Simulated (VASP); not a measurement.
Band structure of CaCl₂ (space group P4_2/mnm). Calculation: LDA (Ceperley-Alder, Perdew-Zunger), VASP's LDA PAW potentials (set 64) (plane waves; VASP).

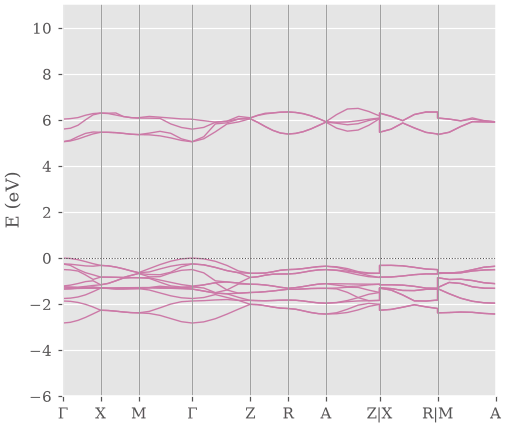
Bands along high-symmetry lines, zero at the valence-band maximum or, without a gap, the Fermi level

### Question
Read the plot: is there a gap, and where are the band edges?

### Answer
The gap is direct, 5.05 eV, from the valence maximum at Γ to the conduction minimum at Γ.

The structure comes from a computed database's CaCl2 entry; how it stands against other phases isn't given here. The cell was not relaxed at this level.
